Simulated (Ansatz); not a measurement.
A series of calculations on H$_{3}$CS$_{2}$N

### Relaxation

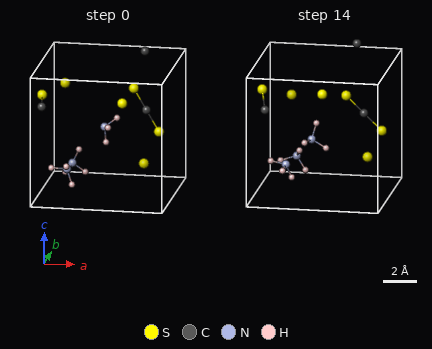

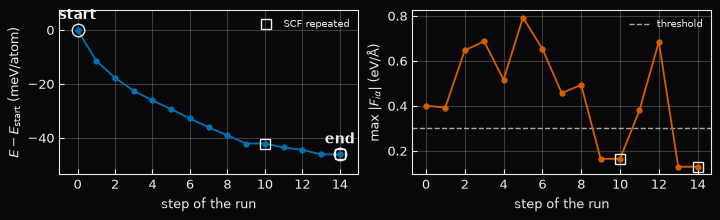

First and last geometry of a relaxation of an amorphous cell of composition H3CS2N, with the history of the run. The picture is a ball-and-stick view of the cell of the calculation (origin shifted), seen slightly off an axis.

The cell holds 3 CS2 + 3 NH3. The run prepares the start of a later molecular dynamics calculation, from a guessed geometry.

Theory: Ansatz 0.2.0, DFT PBE, scalar-relativistic, plane waves, PAW. Settings: plane-wave cutoff 420 eV; k-point mesh 1 × 1 × 1; occupations fermi dirac; smearing width 0.02 eV; no spin polarisation; atoms relaxed in a fixed cell; force threshold 0.3 eV/Å; at most 15 steps.

Did the run converge, and what did it change?

It converged. The energy falls by 46.1 meV per atom in 12 accepted moves (14 points after the start). The largest force component goes from 0.4 to 0.13 eV/Å. 2 steps only repeated the SCF at the same geometry. The forces were under the threshold at step 9, but the run went on from there. An H atom moves most: 1.54 Å roughly along [−1 0 −1]. Largest moves by element: H 1.54 Å, S 1.15 Å, N 0.98 Å, C 0.53 Å. The cell doesn't change. Some distances before and after: H–N 1.017 → 1.034 Å.

Limits of the set-up: the program's low-accuracy preset was used; the periodic images lie only 8.2 Å apart, so the values are limited by the cell's size.

### Dynamics

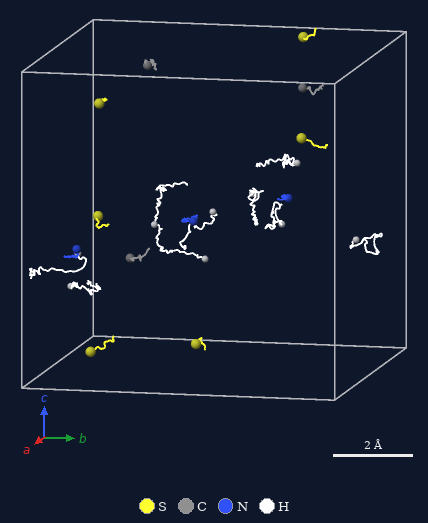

First-principles dynamics of a periodic cell with 3 CS2 + 3 NH3 at 0.856 g/cm³, 150 fs long. Lines trace each atom's path, in the colour of its element; spheres stand at the starting positions. Seen slightly off an axis in the simulation cell.

Level of theory: Ansatz 0.2.0, DFT PBE, scalar-relativistic, plane waves, PAW. Settings: plane-wave cutoff 420 eV; k-point mesh 1 × 1 × 1; Fermi-Dirac smearing 0.02 eV; low-accuracy preset; Langevin thermostat (NVT); set temperature 400 K; time step 0.5 fs; friction 0.02 per fs.

> Describe the motion.

Root-mean-square distances from the starting positions over the second half, with the common drift of all atoms taken out: H 0.92 Å, S 0.47 Å, N 0.46 Å, C 0.37 Å. The heavy atoms stay within a fraction of a molecule's size of their starting places, while the hydrogen atoms travel further, as molecules turn; so short a run doesn't tell a liquid from a solid.

Limits of the set-up: the program's low-accuracy preset was used; the periodic images lie only 8.2 Å apart, so the values are limited by the cell's size.

### Dynamics

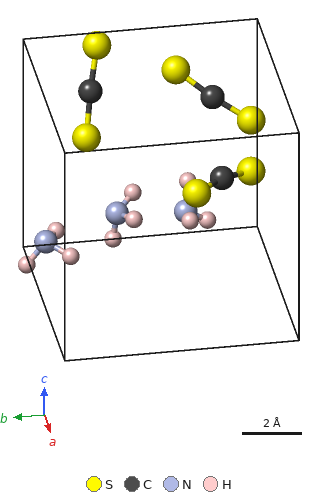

Starting frame of a dynamics run of a periodic cell with 3 CS2 + 3 NH3 at 0.856 g/cm³. It starts from the last geometry of an earlier run, with fresh velocities. The picture is a ball-and-stick view of the simulation cell, seen from a free direction.

These are results of DFT PBE, scalar-relativistic, plane waves, PAW (Ansatz), not measurements.

Input
```yaml
accuracy: low
crystal:
  lattice:
    - [8.153795, 0.0, 0.0]
    - [0.0, 8.153795, 0.0]
    - [0.0, 0.0, 8.153795]
  atoms:
    - { symbol: S, position: [0.12248355, 0.70375562, 1.00712436] }
    - { symbol: C, position: [0.21149278, 0.74742249, 0.83917011] }
    - { symbol: S, position: [0.30736155, 0.7811687, 0.67184727] }
    - { symbol: S, position: [-0.05902961, 0.24428995, 0.15093594] }
    - { symbol: C, position: [0.05649408, 0.15762208, 0.27904793] }
    - { symbol: S, position: [0.18474016, 0.05643588, 0.37243671] }
    - { symbol: S, position: [0.56920966, 0.12443288, 0.83518514] }
    - { symbol: C, position: [0.49743087, 0.27652067, 0.92202387] }
    - { symbol: S, position: [0.43039633, 0.42123722, 1.03009756] }
    - { symbol: "N", position: [0.65576255, 0.41929627, 0.47318688] }
    - { symbol: H, position: [0.74879828, 0.34293828, 0.47433408] }
    - { symbol: H, position: [0.58672227, 0.39831488, 0.57896097] }
    - { symbol: H, position: [0.57450422, 0.38617823, 0.37991452] }
    - { symbol: "N", position: [0.56435834, 7.204e-05, 0.33318523] }
    - { symbol: H, position: [0.64235708, -0.0296727, 0.4266618] }
    - { symbol: H, position: [0.5736412, -0.10417814, 0.25786031] }
    - { symbol: H, position: [0.62228349, 0.09253605, 0.26327012] }
    - { symbol: "N", position: [0.81686386, 0.74135627, 0.58346549] }
    - { symbol: H, position: [0.91603352, 0.77622784, 0.51874097] }
    - { symbol: H, position: [0.83671519, 0.67784629, 0.68841414] }
    - { symbol: H, position: [0.75655213, 0.65821, 0.512773] }
basis:
  ecutwfc: 420.0
kpoints:
  mp_grid: { grid: [1, 1, 1] }
hamiltonian:
  xc: pbe
scf:
  occupations: { method: fermi_dirac, width: 0.02 }
  lower_state_search: "off"
md:
  timestep: 0.5
  n_steps: 400
  ensemble: nvt_langevin
  temperature: 400.0
  initial_velocities: maxwell_boltzmann
  seed: 492227
  friction: 0.05
```

Command:
```bash
ansatz run input.yaml --threads 1 --pin off --max-ram 3072MiB --backend cpu --events-out ev --progress --plain --runs-dir out
```

Q: Predict how the run goes.

A: Over the second half the temperature averages 431 K (spread ±65 K). The potential energy in the second half lies on average 14.2 meV per atom above the first frame. Root-mean-square distances from the starting positions over the second half, with the common drift of all atoms taken out: H 0.96 Å, N 0.33 Å, S 0.31 Å, C 0.29 Å. The heavy atoms stay within a fraction of a molecule's size of their starting places, while the hydrogen atoms travel further, as molecules turn; so short a run doesn't tell a liquid from a solid.

Along the run (each row but the first and the last is the mean over the interval that it begins):

```
time (fs)  potential energy (meV/atom)  T (K)
      0.0                          0.0    381
     33.0                         15.0    416
     66.0                         13.7    426
     99.0                         12.6    417
    132.0                         11.6    423
    165.0                         19.4    443
    198.0                          2.7    583
```

The paths of the atoms:

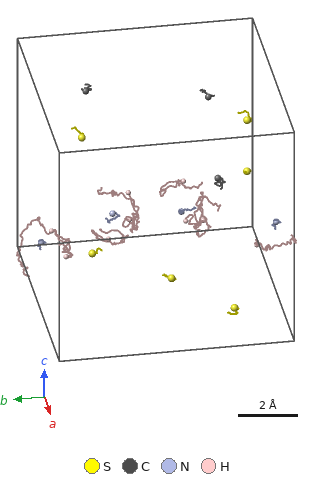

Limits of the set-up: the program's low-accuracy preset was used; the periodic images lie only 8.2 Å apart, so the values are limited by the cell's size.

Cost: 17 min on 1 thread of Arm Neoverse V1, with other jobs on the host, peak memory 0.5 GiB.
